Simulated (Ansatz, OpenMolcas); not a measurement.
**Predicting a hybrid from its neighbours: [NO2]+**

[NO2]+: 3 atoms, total charge +1, spin state singlet. SMILES: `O=[N+]=O`. The coordinates come from a PBE0-D4/def2-TZVP relaxation.

The HOMO–LUMO gap y, in eV, basis def2-TZVPPD; a is the functional's share of exact exchange. Programs: Ansatz 0.2.0, OpenMolcas 26.06.

| functional | program | a | y (eV) |
| --- | --- | --- | --- |
| PBE | Ansatz | 0 | 7.60 |
| TPSS | OpenMolcas | 0 | 7.79 |
| B3LYP | Ansatz | 0.2 | ? |
| r2SCAN0 | Ansatz | 0.25 | 10.79 |
| PBE0 | Ansatz | 0.25 | 10.40 |
| BHLYP | Ansatz | 0.5 | 13.18 |

Task: Fit y = c + s·a to the known rows and predict B3LYP.

Result: 
1. Means of the 5 rows: a = 0.2000, y = 9.952.
2. Σ(Δa)² = 0.175, Σ(Δa·Δy) = 1.9355, so the slope is 1.9355/0.175 = 11.06.
3. Intercept: 9.952 − (11.06) × 0.2000 = 7.740. The largest residual of the fit is 0.28.
4. B3LYP: 7.740 + (11.06) × 0.2 = 9.95 eV.

The run gave 9.76 eV, so the prediction is off by +0.19 eV, within the largest residual. Exact exchange lowers occupied levels and raises empty ones. The rows mix families of semi-local functionals, which the line can't see.

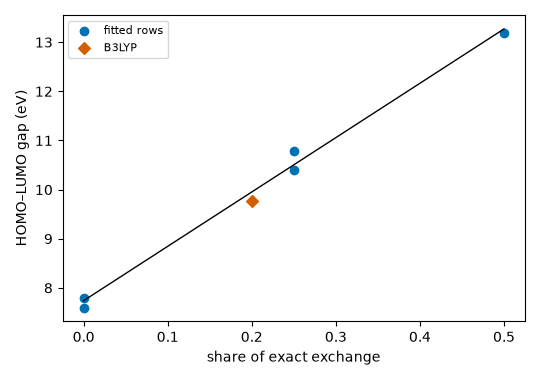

The fitted line, with the withheld row.
